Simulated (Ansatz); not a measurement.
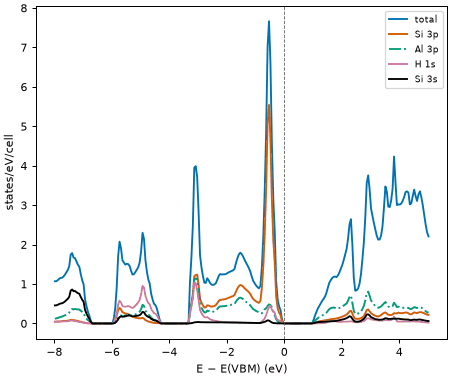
Total and projected density of states of BaAlSiH in space group P3m1 (No. 156; Ba on 1a, Al on 1c, Si on 1b, H on 1c), DFT-r²SCAN in the program Ansatz with PAW potentials

Q: Which orbitals carry the states next to the gap?

A: Top 1 eV of the valence band: Si 3p 69 %, Al 3p 10 %, H 1s 6 %, outside the projected shells 8 %. Bottom 1 eV of the conduction band: Al 3p 34 %, Si 3p 11 %, Si 3s 6 %, outside the projected shells 37 %. Projections are on Löwdin-orthogonalised atomic valence shells; empty p or d shells of many metals are not among them.

Q: Where is the tallest occupied peak in this window, and what makes it?

A: Near -0.5 eV, about 7.7 states/eV per cell; the largest projected share is Si 3p.

The workflow started from a Materials Project entry (that database holds measured and hypothetical structures alike); the Crystallography Open Database copy checked does not list it. Its standing as an ambient phase is unchecked. The r²SCAN relaxation kept the symmetry of its start; whether a distortion lowers the energy is not shown. Spin–orbit coupling is left out wherever it is not named.

Potentials: the later of the program's two PAW sets.
